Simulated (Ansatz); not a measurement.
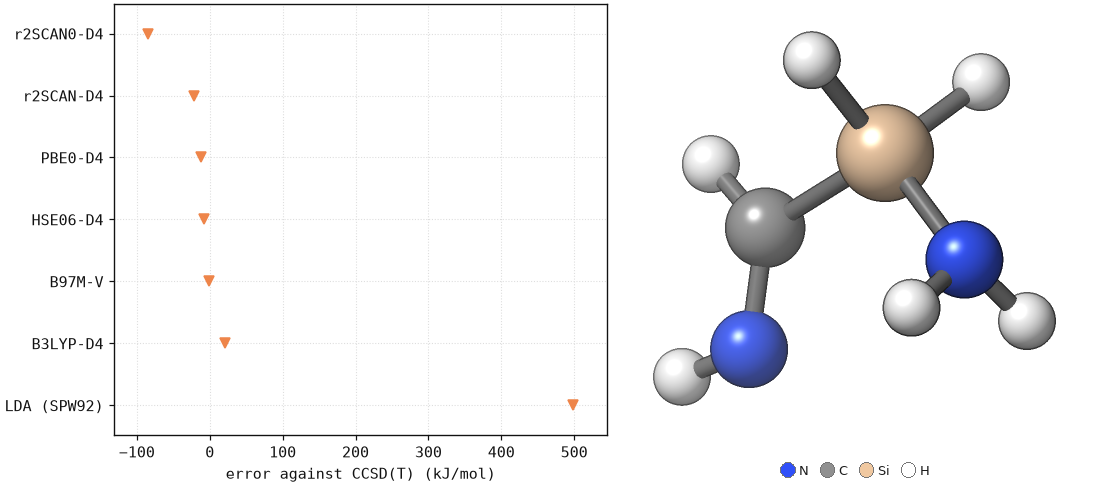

Error in the electronic atomisation energy (method less reference, so positive means overbinding) of CH₆N₂Si, SMILES N(=C\[SiH2]N)/[H]: functionals in def2-TZVPP against frozen-core CCSD(T) at the limit (MP2 extrapolated from triple and quadruple zeta, plus CCSD(T) less MP2 in a smaller set), which gives 3523.4 kJ/mol, at a PBE0-D4/def2-TZVP geometry (a minimum by its frequencies), no zero-point or spin-orbit term, the Ansatz code. The reference leaves out core correlation, a term that grows with the number of heavy atoms.

> What range do the values span?

From −84.4 kJ/mol (r2SCAN0-D4) to 498.6 kJ/mol (LDA (SPW92)).

> Which of these levels overbind, and which underbind?

Overbind: B3LYP-D4 and LDA (SPW92). Underbind: r2SCAN0-D4 and r2SCAN-D4. Within 20 kJ/mol of zero, too close to call in view of what the reference leaves out: PBE0-D4, HSE06-D4 and B97M-V.

Limits of at least one run: one conformer of a flexible molecule.
